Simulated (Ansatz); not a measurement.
**CH₅F₂NOSi: density, localisation and related maps**

```xyz
11

N    -0.2015   -1.9145    0.8518
C    -0.3891   -0.5351    0.6672
F     0.5993    0.1515    1.3484
O    -0.2969   -0.1411   -0.6790
Si    0.0553    1.4041   -1.1908
F    -0.9580    2.4367   -0.4547
H     0.6038   -2.2328    0.3115
H    -1.0204   -2.4350    0.5453
H    -1.3626   -0.2181    1.0828
H     1.4382    1.8219   -0.8640
H    -0.2200    1.4042   -2.6456
```

These are results of RKS r2SCAN-D4/def2-SVP (Ansatz 0.2.0), not measurements.

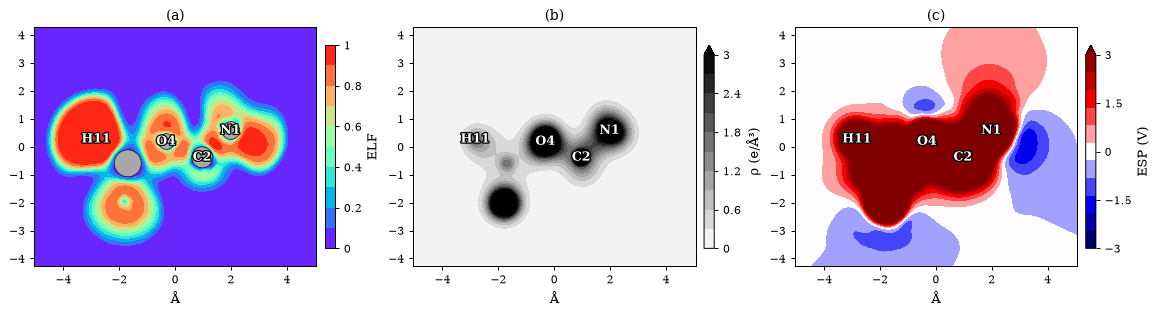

Figure 1. (a) electron localisation function; (b) electron density; (c) electrostatic potential on the plane of atoms N1, C2 and O4. Grey discs cover the atomic cores in the ELF map.

> Read the bonding off the picture.

- The section cuts through N, C, O and H sites.
- C–N (1.40 Å): ρ is about 2.2 e/Å³ halfway; the ELF peaks at about 0.95 between the atoms; localised, covalent bonding.
- C–O (1.41 Å): the density is about 2.1 e/Å³ at the midpoint, with its minimum of 1.8 e/Å³ about 0.5 Å from C; the ELF peaks at about 0.90 between the atoms (a shared but strongly polarised pair).
- The ELF also peaks beside F6, N1 and O4, away from the bonds: lone-pair regions.
- Outside the dense part of the molecule the potential is most negative (−1.9 V) near N1.

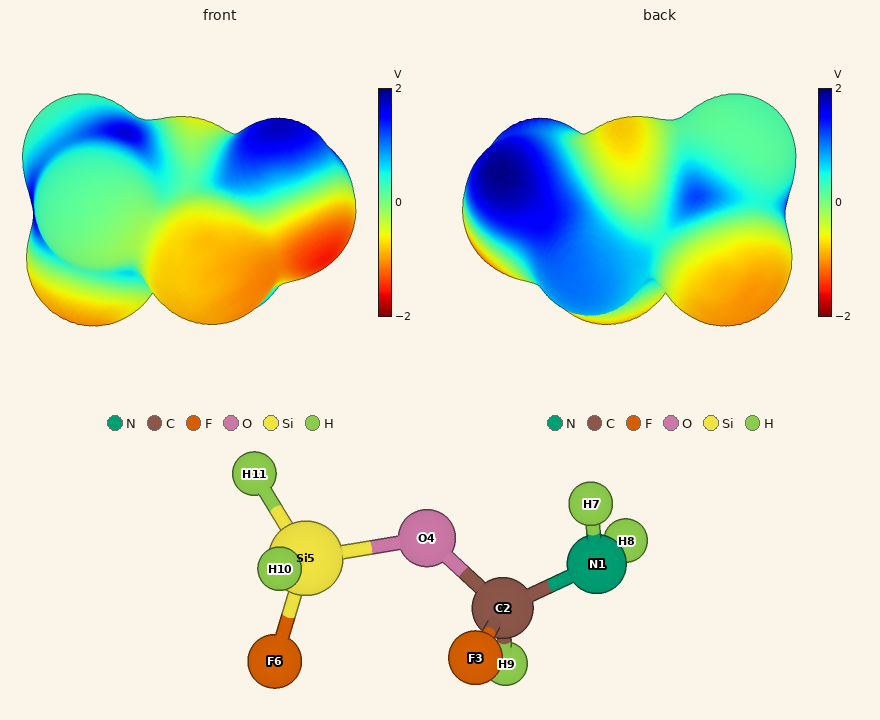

Figure 2. The molecular electrostatic potential painted on the density surface at 0.002 e/bohr³, seen from the front and from behind; red is negative and blue positive. The bare structure is drawn below in the same view.

> Describe the electrostatic potential map.

The most negative region (about −1.5 V) lies over N1, the most positive (about +1.9 V) over H8. N1 is the likeliest acceptor of a hydrogen bond.

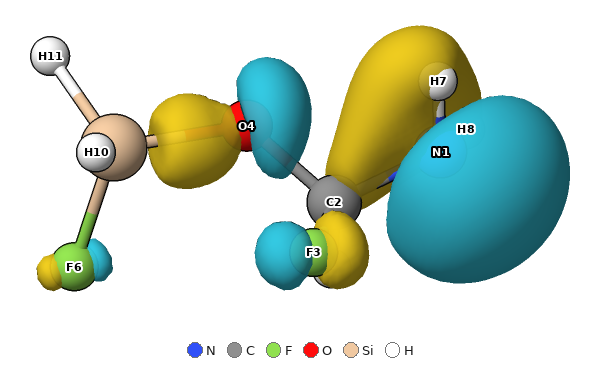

Figure 3. The HOMO at ±0.1 Å⁻³ᐟ² (yellow and cyan are the two phases), seen across its widest extent.

> Where does this orbital lie, and at what energy?

It lies mainly on N1 (about 70 %), O4 (about 5 %) and C2 (about 5 %); largely a lone pair of N1. Its energy is −6.79 eV.
